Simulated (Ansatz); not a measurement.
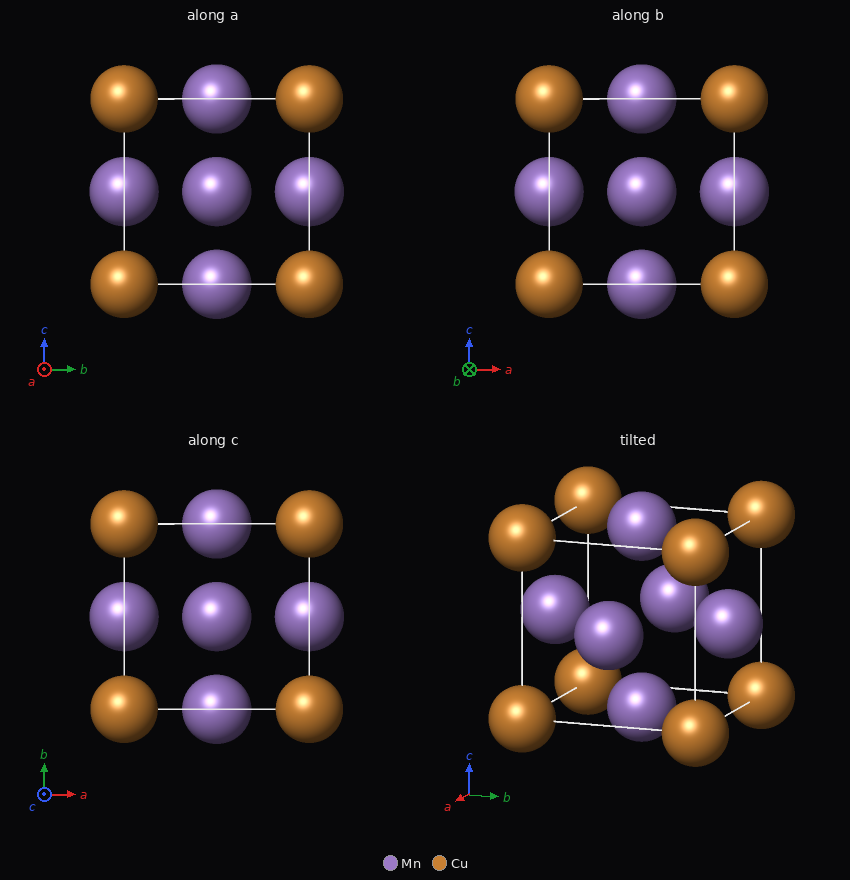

This spheres-only model is shown along the a axis, along the b axis, along the c axis and slightly off an axis. The wireframe shows the conventional unit cell.

Lattice parameters: a = 3.4824 Å, b = 3.4824 Å, c = 3.4824 Å, α = 90.000°, β = 90.000°, γ = 90.000°.

> Set out the cell and atoms as a CIF in P1 with every atom of the cell.

```cif
data_structure
_symmetry_space_group_name_H-M 'P 1'
_symmetry_Int_Tables_number 1
_cell_length_a 3.4824
_cell_length_b 3.4824
_cell_length_c 3.4824
_cell_angle_alpha 90.000
_cell_angle_beta 90.000
_cell_angle_gamma 90.000
_cell_volume 42.23
loop_
_atom_site_label
_atom_site_type_symbol
_atom_site_fract_x
_atom_site_fract_y
_atom_site_fract_z
_atom_site_occupancy
Mn1 Mn 0.0000 0.5000 0.5000 1
Mn2 Mn 0.5000 0.0000 0.5000 1
Mn3 Mn 0.5000 0.5000 0.0000 1
Cu1 Cu 0.0000 0.0000 0.0000 1
```

The initial geometry was a structure type filled with these elements by a generator (whether the compound takes this form wasn't checked). Earlier steps of the study may have refined or changed the cell and positions. It went into a calculation with Ansatz.
